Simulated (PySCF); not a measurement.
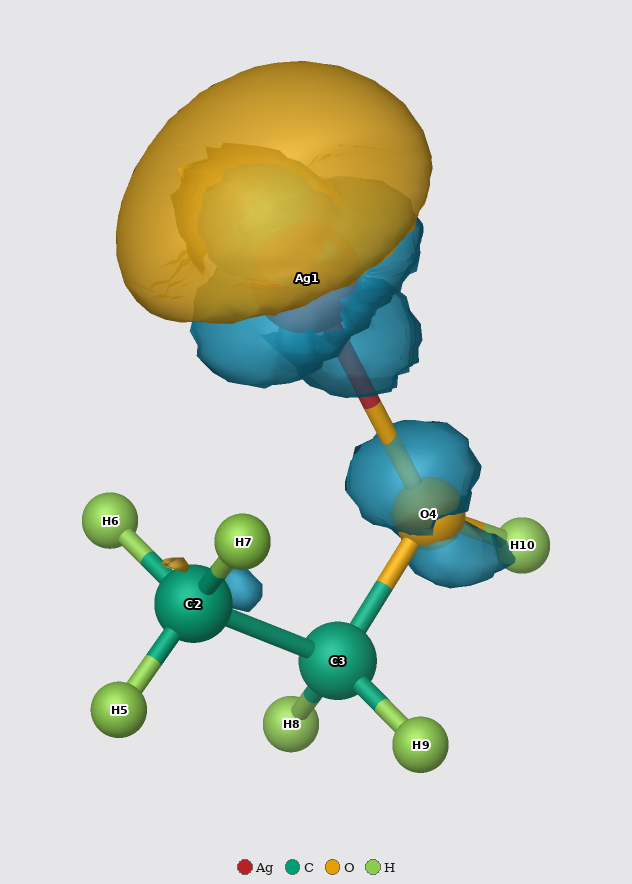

C$_{2}$H$_{6}$AgO, charge +1, SMILES `[Ag+].CCO`. Unrelaxed difference density of S₂ less the ground state (TDA singlet states), ±0.03 e/Å³; yellow: gain, teal: loss.

PySCF calculation, B3LYP/def2-SVP, gas phase; geometry: GFN2-xTB. Core potentials replace the inner electrons of Ag; spin–orbit coupling isn't included. The pair's geometry is semi-empirical, so its contact may be too short or too long. GFN2-xTB bond lengths at metals and heavier atoms can be off by up to 0.1 Å and shapes distorted, which carries into these values. Without diffuse functions Rydberg states are missing, so the states' numbers hold for this basis only.

Geometry (Å), atoms numbered from 1:

```
Ag1     -0.9136   -0.0292   -0.0000
C2       1.6129   -1.1882    0.0008
C3       2.1915    0.2150    0.0000
O4       1.0826    1.1291    0.0006
H5       2.4051   -1.9338    0.0004
H6       1.0144   -1.3438   -0.9173
H7       1.0164   -1.3437    0.9153
H8       2.7983    0.3817   -0.8985
H9       2.8002    0.3819    0.8924
H10      1.4160    2.0354    0.0001
```

**How does the charge move on excitation?**

0.70 e is displaced in all, of which about 0.1 e passes between atoms: O4 (0.06 e) loses electrons and Ag1 (0.08 e) gains them. The state: 4.67 eV (266 nm), f = 0.002, metal-centred; the leading pair carries 100 %; hole on Ag1 (81 %) and O4 (10 %), electron on Ag1 (89 %); their centroids lie 0.7 Å apart.
